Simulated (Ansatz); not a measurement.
Geometry relaxation, with input and output: AlBH₄SO

- system: AlBH₄SO, SMILES B[O][AlH][SH]
- method: RKS PBE0-D4/def2-SVP (Ansatz 0.2.0)

It belongs to a series of runs on one base structure; here: end point A relaxed.

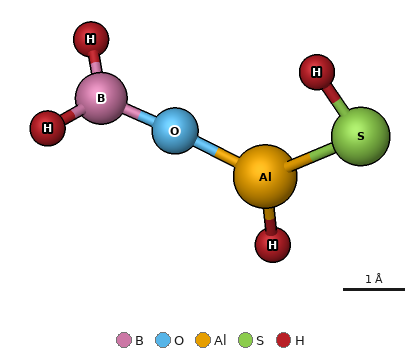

Fig. 1: The structure as given in the input (ball-and-stick view, seen at a tilt). Sticks mark near contacts.

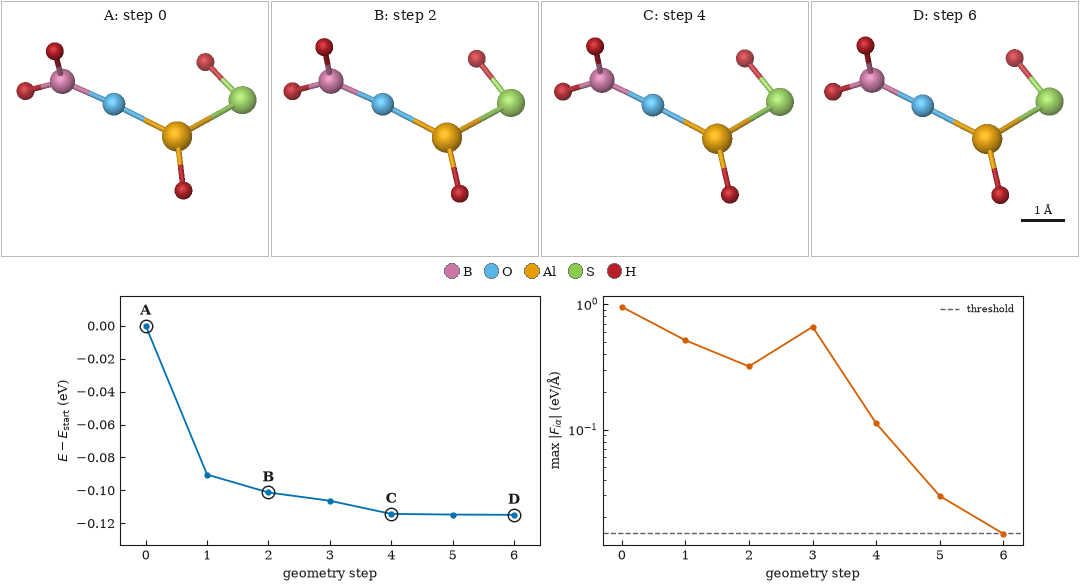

Fig. 2: Frames of the relaxation (ball-and-stick view, seen at a tilt) above the curves, on which the letters mark them (the first geometry is step 0 here and step 1 in the log).

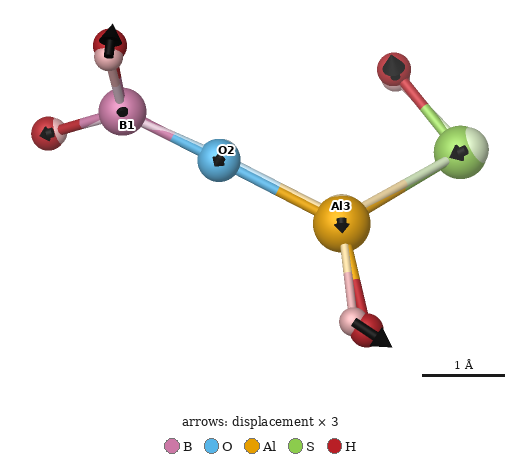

Fig. 3: Start (faint) and end (solid) with the displacements as black arrows, magnified 3 times (ball-and-stick view, seen at a tilt). The two geometries are laid on each other by the best rigid fit. After 6 geometry steps the energy has fallen by 0.115 eV. Largest force component: 0.95 eV/Å at the start, 0.015 eV/Å at the end. The atom that moves furthest after the best rigid fit is H7 (0.19 Å). By element the largest moves are H 0.19 Å, S 0.08 Å, Al 0.06 Å, O 0.05 Å, B 0.04 Å. Distances before and after: Al3–H7 1.515 → 1.570 Å, B1–H5 1.177 → 1.216 Å, O2–Al3 1.665 → 1.703 Å, S4–H8 1.333 → 1.353 Å. Among the angles that change: O2–Al3–H7 114.3° → 120.0°, S4–Al3–H7 125.4° → 121.8°, B1–O2–Al3 175.8° → 179.1°. (Atoms are counted from 1 in the order of the input.)

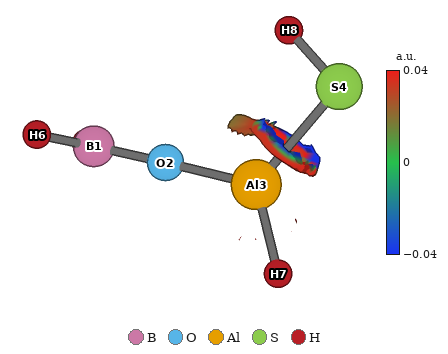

Fig. 4: Non-covalent interaction (NCI) plot: the surface where the reduced density gradient is 0.5, for densities under 0.05 a.u., coloured by sign(λ₂)ρ; seen at a tilt.

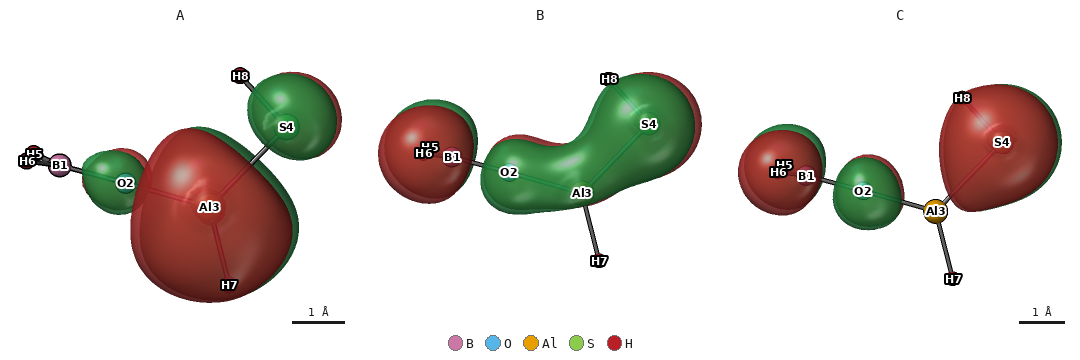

Fig. 5: Three frontier orbitals at ±0.08 Å⁻³ᐟ² (green and red are the two phases). B is the HOMO−1 (−8.18 eV). By Hirshfeld shares it lies mainly on S4 (30 %), B1 (15 %), O2 (15 %), H6 (15 %) and H5 (15 %). C is the HOMO (−7.75 eV). Its weight (Hirshfeld) is mainly on S4 (55 %), O2 (15 %) and B1 (10 %). A is the LUMO (−0.81 eV). By Hirshfeld shares it lies mainly on Al3 (70 %) and S4 (15 %). The HOMO–LUMO gap is 6.94 eV between the orbital energies.

The input and output of the run follow.

### Input
```yaml
crystal:
  periodic: [false, false, false]
  atoms:
    - { symbol: B, position_ang: [-1.33644, -0.1186, -1.18038] }
    - { symbol: O, position_ang: [-0.4846, 0.10698, -0.18077] }
    - { symbol: Al, position_ang: [0.49252, 0.45635, 1.12168] }
    - { symbol: S, position_ang: [2.55589, -0.26912, 1.17706] }
    - { symbol: H, position_ang: [-1.936, -1.1313, -1.20809] }
    - { symbol: H, position_ang: [-1.46628, 0.69218, -2.02492] }
    - { symbol: H, position_ang: [-0.17694, 1.28437, 2.19978] }
    - { symbol: H, position_ang: [2.35185, -1.02087, 0.09563] }
basis:
  gaussian: { orbitals: def2-SVP }
hamiltonian:
  xc: pbe0
  dispersion: d4
relax:
  f_tol: 0.015
  max_steps: 40
output:
  orbitals: {}
```

Command:
```bash
ansatz run input.yaml --threads 1 --pin off --max-ram 2048MiB --backend cpu --events-out ev --progress --plain --runs-dir out
```

### What the program printed
```
The last accepted step is kept in [file] (removed where the run ends without a failure and the disk answers)
Engine: ansatz 0.2.0, aarch64-unknown-linux-gnu
Functional definition: PBE0
  parameter a = 0.25
  parameter kappa = 0.804
  parameter beta = 0.06672455060314922
  exchange = (1 - a)*pbe_x(kappa = kappa, mu = beta*pi^2/3) + a*exact_x
  correlation = pbe_c(beta = beta)
863 factors; integrals over basis functions are off by at most 3.3e-4 eV
mean field evaluation 1: about -20201.8556 eV, gradient 4.8e1 eV
mean field evaluation 2: about -20191.6233 eV, gradient 8.7e1 eV
mean field evaluation 4: about -20206.1287 eV, gradient 3.3e0 eV
mean field evaluation 8: about -20206.1872 eV, gradient 6.3e-2 eV
mean field evaluation 16: about -20206.1872 eV, gradient 2.6e-5 eV
mean field -20206.18720996 eV, -742.5636837206 hartree, gradient 2.6e-5 eV, S^2 0.000000; 0 other end points of the search recorded, 0 dependent functions left out
the calculation of the forces begins
reference -20206.18723948 eV, -742.5636848053 hartree; 23, 23 occupied and 61, 61 virtual orbitals, 863 factors
relax step   1: F+E_penalty+E_count = -20206.31208119 eV  Δ(F+E_penalty+E_count) = +0.000e0 eV  max|allowed force component| = 9.506e-1 eV/Å  Δτ_max = 0.0000 Å  (25 SCF iters, accepted)
these checks for a lower state are left out or cut short: starts, cluster_reference, orbital_swaps, neighbouring_geometries, increment
863 factors; integrals over basis functions are off by at most 3.3e-4 eV
mean field -20206.27799336 eV, -742.5670199489 hartree, gradient 1.8e-5 eV, S^2 0.000000; 0 other end points of the search recorded, 0 dependent functions left out
the calculation of the forces begins
reference -20206.27802350 eV, -742.5670210565 hartree; 23, 23 occupied and 61, 61 virtual orbitals, 863 factors
relax step   2: F+E_penalty+E_count = -20206.40250427 eV  Δ(F+E_penalty+E_count) = -9.042e-2 eV  max|allowed force component| = 5.146e-1 eV/Å  Δτ_max = 0.1010 Å  (28 SCF iters, accepted)
these checks for a lower state are left out or cut short: starts, cluster_reference, orbital_swaps, neighbouring_geometries, increment
863 factors; integrals over basis functions are off by at most 3.4e-4 eV
mean field -20206.28945765 eV, -742.5674412536 hartree, gradient 9.1e-6 eV, S^2 0.000000; 0 other end points of the search recorded, 0 dependent functions left out
the calculation of the forces begins
reference -20206.28948781 eV, -742.5674423620 hartree; 23, 23 occupied and 61, 61 virtual orbitals, 863 factors
relax step   3: F+E_penalty+E_count = -20206.41335891 eV  Δ(F+E_penalty+E_count) = -1.085e-2 eV  max|allowed force component| = 3.185e-1 eV/Å  Δτ_max = 0.0793 Å  (29 SCF iters, accepted)
these checks for a lower state are left out or cut short: starts, cluster_reference, orbital_swaps, neighbouring_geometries, increment
863 factors; integrals over basis functions are off by at most 3.0e-4 eV
mean field evaluation 32: about -20206.2664 eV, gradient 4.9e-2 eV
mean field -20206.29383847 eV, -742.5676022461 hartree, gradient 8.9e-6 eV, S^2 0.000000; 0 other end points of the search recorded, 0 dependent functions left out
the calculation of the forces begins
reference -20206.29386868 eV, -742.5676033561 hartree; 23, 23 occupied and 61, 61 virtual orbitals, 863 factors
relax step   4: F+E_penalty+E_count = -20206.41838441 eV  Δ(F+E_penalty+E_count) = -5.025e-3 eV  max|allowed force component| = 6.583e-1 eV/Å  Δτ_max = 0.0755 Å  (29 SCF iters, accepted)
these checks for a lower state are left out or cut short: starts, cluster_reference, orbital_swaps, neighbouring_geometries, increment
863 factors; integrals over basis functions are off by at most 3.2e-4 eV
mean field -20206.30184428 eV, -742.5678964539 hartree, gradient 8.6e-6 eV, S^2 0.000000; 0 other end points of the search recorded, 0 dependent functions left out
the calculation of the forces begins
reference -20206.30187446 eV, -742.5678975631 hartree; 23, 23 occupied and 61, 61 virtual orbitals, 863 factors
relax step   5: F+E_penalty+E_count = -20206.42638419 eV  Δ(F+E_penalty+E_count) = -8.000e-3 eV  max|allowed force component| = 1.119e-1 eV/Å  Δτ_max = 0.0300 Å  (30 SCF iters, accepted)
these checks for a lower state are left out or cut short: starts, cluster_reference, orbital_swaps, neighbouring_geometries, increment
863 factors; integrals over basis functions are off by at most 3.1e-4 eV
mean field -20206.30223870 eV, -742.5679109486 hartree, gradient 8.5e-6 eV, S^2 0.000000; 0 other end points of the search recorded, 0 dependent functions left out
the calculation of the forces begins
reference -20206.30226891 eV, -742.5679120589 hartree; 23, 23 occupied and 61, 61 virtual orbitals, 863 factors
relax step   6: F+E_penalty+E_count = -20206.42678082 eV  Δ(F+E_penalty+E_count) = -3.966e-4 eV  max|allowed force component| = 2.953e-2 eV/Å  Δτ_max = 0.0340 Å  (30 SCF iters, accepted)
these checks for a lower state are left out or cut short: starts, cluster_reference, orbital_swaps, neighbouring_geometries, increment
863 factors; integrals over basis functions are off by at most 3.2e-4 eV
mean field -20206.30234532 eV, -742.5679148667 hartree, gradient 9.8e-6 eV, S^2 0.000000; 0 other end points of the search recorded, 0 dependent functions left out
the calculation of the forces begins
reference -20206.30237552 eV, -742.5679159765 hartree; 23, 23 occupied and 61, 61 virtual orbitals, 863 factors
relax step   7: F+E_penalty+E_count = -20206.42694344 eV  Δ(F+E_penalty+E_count) = -1.626e-4 eV  max|allowed force component| = 1.479e-2 eV/Å  Δτ_max = 0.0098 Å  (24 SCF iters, accepted)
863 factors; integrals over basis functions are off by at most 3.2e-4 eV
mean field evaluation 64: about -20206.2743 eV, gradient 4.0e-1 eV
mean field -20206.30234532 eV, -742.5679148667 hartree, gradient 9.8e-6 eV, S^2 0.000000; 1 other end points of the search recorded, 0 dependent functions left out
the calculation of the forces begins
reference -20206.30237552 eV, -742.5679159765 hartree; 23, 23 occupied and 61, 61 virtual orbitals, 863 factors
Total energy: -20206.42697364 eV, -742.5724948731 hartree
Atom 0 at    -1.324695    -0.144800    -1.203277 Å, force    -0.014786    -0.001371    -0.012736 eV/Å
Atom 1 at    -0.530694     0.116692    -0.160186 Å, force     0.011455    -0.001220     0.003668 eV/Å
Atom 2 at     0.463923     0.470883     1.176061 Å, force    -0.001903     0.001182     0.003463 eV/Å
Atom 3 at     2.491172    -0.318264     1.183533 Å, force    -0.000048    -0.005044    -0.010130 eV/Å
Atom 4 at    -1.984450    -1.166515    -1.214376 Å, force    -0.000018     0.002765     0.004257 eV/Å
Atom 5 at    -1.374931     0.639755    -2.131317 Å, force     0.004861    -0.002311     0.000867 eV/Å
Atom 6 at    -0.089385     1.343638     2.358206 Å, force     0.000522    -0.001755     0.000832 eV/Å
Atom 7 at     2.349059    -0.941398    -0.008654 Å, force    -0.000085     0.007754     0.009780 eV/Å
Dipole moment:     0.021628     0.001512     0.021667 e Å
```

### Trajectory as extended XYZ (Å, eV, eV/Å), 7 frames, from step=1 to step=7
```
8
Properties=species:S:1:pos:R:3:forces:R:3 step=1 energy=-20206.31208
B    -1.3364   -0.1186   -1.1804    0.4077   0.0739   0.3945
O    -0.4846    0.1070   -0.1808   -0.3555  -0.2779  -0.7266
Al    0.4925    0.4563    1.1217    0.9506  -0.1595   0.3152
S     2.5559   -0.2691    1.1771   -0.1604   0.3353   0.4220
H    -1.9360   -1.1313   -1.2081   -0.5140  -0.8191  -0.0235
H    -1.4663    0.6922   -2.0249   -0.1091   0.6494  -0.6733
H    -0.1769    1.2844    2.1998   -0.2142   0.5090   0.7699
H     2.3519   -1.0209    0.0956   -0.0050  -0.3109  -0.4782
8
Properties=species:S:1:pos:R:3:forces:R:3 step=2 energy=-20206.40250
B    -1.3224   -0.1404   -1.2076   -0.1387   0.1697   0.3873
O    -0.4906    0.0956   -0.1870   -0.2417  -0.1811  -0.5146
Al    0.4669    0.4609    1.1479    0.3646   0.0068   0.2244
S     2.5077   -0.3013    1.1974    0.0432  -0.0214   0.0294
H    -1.9865   -1.1470   -1.2044   -0.0388  -0.2535  -0.0887
H    -1.4588    0.6946   -2.0647    0.0740   0.1109  -0.2749
H    -0.1508    1.3403    2.2780    0.0212   0.0800   0.1746
H     2.4344   -1.0028    0.0404   -0.0838   0.0887   0.0624
8
Properties=species:S:1:pos:R:3:forces:R:3 step=3 energy=-20206.41336
B    -1.3638   -0.1277   -1.1965    0.3010  -0.1913  -0.2339
O    -0.5093    0.0957   -0.1891   -0.1898   0.0112  -0.0885
Al    0.4771    0.4554    1.1474   -0.0136   0.1541   0.2587
S     2.5104   -0.3109    1.2268   -0.0592  -0.1569  -0.3185
H    -1.9899   -1.1777   -1.2295   -0.0323   0.1998   0.0636
H    -1.4310    0.6763   -2.1161   -0.0940  -0.0574   0.1828
H    -0.0878    1.3453    2.3259    0.0323  -0.0823  -0.1120
H     2.3944   -0.9564    0.0311    0.0555   0.1227   0.2478
8
Properties=species:S:1:pos:R:3:forces:R:3 step=4 energy=-20206.41838
B    -1.3323   -0.1382   -1.1927   -0.2097  -0.2315  -0.6583
O    -0.5312    0.1109   -0.1677    0.3761   0.1840   0.5994
Al    0.4637    0.4722    1.1730    0.0165  -0.0244  -0.0034
S     2.4949   -0.3232    1.1896   -0.1368  -0.0285  -0.1624
H    -1.9759   -1.1755   -1.2184   -0.0255   0.1193   0.0376
H    -1.3715    0.6417   -2.1332   -0.0636  -0.0387   0.1222
H    -0.0837    1.3474    2.3614   -0.0021  -0.0308  -0.0592
H     2.3360   -0.9355   -0.0120    0.0453   0.0506   0.1241
8
Properties=species:S:1:pos:R:3:forces:R:3 step=5 energy=-20206.42638
B    -1.3265   -0.1435   -1.2024   -0.0845  -0.0293  -0.1119
O    -0.5165    0.1052   -0.1714    0.0553   0.0262   0.0831
Al    0.4672    0.4682    1.1703    0.0346  -0.0001   0.0222
S     2.4967   -0.3189    1.1945   -0.0394  -0.0214  -0.0686
H    -1.9845   -1.1674   -1.2169    0.0100   0.0184   0.0052
H    -1.3956    0.6536   -2.1199    0.0092  -0.0154   0.0161
H    -0.0942    1.3469    2.3448   -0.0022  -0.0060  -0.0041
H     2.3534   -0.9441    0.0010    0.0170   0.0275   0.0580
8
Properties=species:S:1:pos:R:3:forces:R:3 step=6 energy=-20206.42678
B    -1.3255   -0.1444   -1.2030   -0.0260  -0.0042  -0.0232
O    -0.5382    0.1216   -0.1563    0.0295  -0.0113  -0.0002
Al    0.4638    0.4702    1.1757   -0.0231   0.0214   0.0258
S     2.4914   -0.3174    1.1822    0.0019  -0.0123  -0.0203
H    -1.9855   -1.1663   -1.2143    0.0034   0.0071   0.0062
H    -1.3703    0.6363   -2.1348    0.0048  -0.0029   0.0040
H    -0.0884    1.3421    2.3604    0.0108  -0.0102  -0.0083
H     2.3526   -0.9423   -0.0098   -0.0013   0.0123   0.0160
8
Properties=species:S:1:pos:R:3:forces:R:3 step=7 energy=-20206.42694
B    -1.3247   -0.1448   -1.2033   -0.0148  -0.0014  -0.0127
O    -0.5307    0.1167   -0.1602    0.0115  -0.0012   0.0037
Al    0.4639    0.4709    1.1761   -0.0019   0.0012   0.0035
S     2.4912   -0.3183    1.1835    0.0000  -0.0050  -0.0101
H    -1.9845   -1.1665   -1.2144    0.0000   0.0028   0.0043
H    -1.3749    0.6398   -2.1313    0.0049  -0.0023   0.0009
H    -0.0894    1.3436    2.3582    0.0005  -0.0018   0.0008
H     2.3491   -0.9414   -0.0087   -0.0001   0.0078   0.0098
```

### Results in brief

| quantity | value |
| --- | --- |
| outcome | converged |
| total energy | −20206.4270 eV |
| mean-field energy | −20206.3024 eV |
| largest force (length of the vector) at the end | 0.020 eV/Å |
| hardware | 1 thread of Arm Neoverse V1, 24 GiB of memory available, shared host |
| wall time | 29 s |
| peak memory | 0.16 GiB |
